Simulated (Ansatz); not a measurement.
**HF/3-21G run of HCl (hydrogen chloride)**

What is the vertical electron affinity of HCl (hydrogen chloride) at HF/3-21G? 

The calculation is run with Ansatz 0.2.0.

15 further runs of the same task are left out: 15 set aside as unsound or not needed.

### 1 The structure to begin with

HCl has 2 atoms, charge 0, and is taken as a singlet. As SMILES, `Cl`. Geometry: relaxed at PBE0-D4/def2-TZVP.

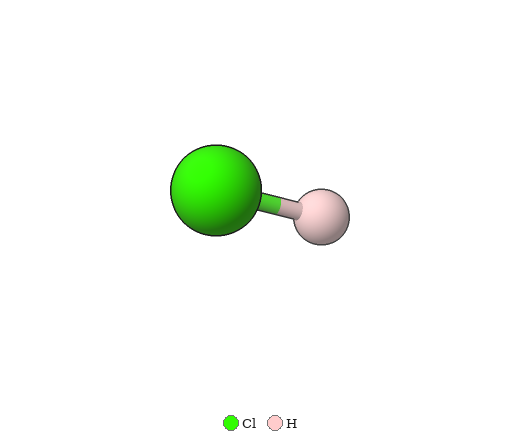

The structure, seen from a chosen angle (chlorine green, hydrogen pink).

### 2 The energy at HF/3-21G

Input file run.yaml:

```yaml
crystal:
  periodic: [false, false, false]
  atoms:
    - {symbol: Cl, position_ang: [0.546000, -0.178500, 0.280800]}
    - {symbol: H, position_ang: [-0.546000, 0.178500, -0.280800]}
basis:
  gaussian:
    orbitals: 3-21G.json
hamiltonian:
  xc: hf
accuracy: high
output:
  orbitals: {seedname: orbitals}
```

The basis set 3-21G is read from a file made from the Basis Set Exchange's data (not shown).

The run is started by

```bash
$ ansatz run run.yaml --threads 1 --pin off --max-ram 2610MiB --events-out events.jsonl --progress --plain --runs-dir runs
```

Output:

```text
Warning: RAYON_NUM_THREADS=1 ignored (pool sized by the plan → 1); use --threads N
Functional definition: HF
  name "HF"
  exchange = exact_x
  correlation = 0
258 factors; integrals over basis functions are off by at most 3.1e-9 eV
mean field evaluation 1: about -12458.7891 eV, gradient 1.1e1 eV
mean field evaluation 2: about -12458.7885 eV, gradient 1.1e1 eV
mean field evaluation 4: about -12459.2581 eV, gradient 5.1e-1 eV
mean field evaluation 8: about -12459.2587 eV, gradient 3.2e-7 eV
mean field -12459.25868697 eV, -457.8693115574 hartree, gradient 5.6e-9 eV, S^2 0.000000; 0 other end points of the search recorded, 0 dependent functions left out
reference -12459.25868697 eV, -457.8693115574 hartree; 9, 9 occupied and 6, 6 virtual orbitals, 258 factors
Total energy: -12459.25868697 eV, -457.8693115574 hartree
```

It took 0.06 s on 1 thread of Intel Xeon 6975P-C (Granite Rapids), shared host.

### 3 The doublet anion

Changes to run.yaml since step 2:

```diff
@@ -8,2 +8,6 @@
     orbitals: 3-21G.json
+total_charge: -1
+magnetization:
+  spin_polarized: true
+  initial_magnetization: 1
 hamiltonian:
@@ -11,3 +15,2 @@
 accuracy: high
-output:
-  orbitals: {seedname: orbitals}
+output: {orbitals: {seedname: orbitals}}
```

The basis set 3-21G is read from a file made from the Basis Set Exchange's data (not shown).

The run is started by

```bash
$ ansatz run run.yaml --threads 1 --pin off --max-ram 2610MiB --events-out events.jsonl --progress --plain --runs-dir runs
```

Output:

```text
Warning: RAYON_NUM_THREADS=1 ignored (pool sized by the plan → 1); use --threads N
[... 4 set-up lines as earlier in the session ...]
258 factors; integrals over basis functions are off by at most 3.1e-9 eV
mean field evaluation 1: about -12454.4547 eV, gradient 1.0e1 eV
mean field evaluation 2: about -12454.4749 eV, gradient 1.0e1 eV
mean field evaluation 4: about -12455.1085 eV, gradient 8.3e-1 eV
mean field evaluation 8: about -12455.1193 eV, gradient 2.5e-2 eV
mean field -12455.11929619 eV, -457.7171917519 hartree, gradient 2.7e-8 eV, S^2 0.751269; 0 other end points of the search recorded, 0 dependent functions left out
reference -12455.11929619 eV, -457.7171917519 hartree; 10, 9 occupied and 5, 6 virtual orbitals, 258 factors
Total energy: -12455.11929619 eV, -457.7171917519 hartree
```

Wall time 0.08 s (1 thread of Intel Xeon 6975P-C (Granite Rapids), shared host).

### 4 Results

Level: HF/3-21G.

| quantity | value |
| --- | --- |
| singlet HCl: total energy | -457.86931 Eh |
| singlet HCl: HOMO energy | -13.04 eV |
| singlet HCl: LUMO energy | 4.67 eV |
| singlet HCl: HOMO–LUMO gap | 17.72 eV |
| doublet anion: total energy | -457.71719 Eh |
| doublet anion: HOMO energy (highest over α and β) | 3.61 eV |
| doublet anion: LUMO energy (lowest over α and β) | 15.17 eV |
| doublet anion: ⟨S²⟩ | 0.751 |
| vertical electron affinity (to the doublet anion) | -4.139 eV |

In words: The anion lies 4.14 eV (95 kcal/mol) above the neutral: the electron isn't bound at this level, and such a value depends on the basis. Without diffuse functions anions come out too high. Hartree–Fock misses the correlation that binds many anions. The HOMO (doublet anion) lies at positive energy, 3.61 eV: the electron is unbound at this level or held by a compact basis; values depend on the basis.
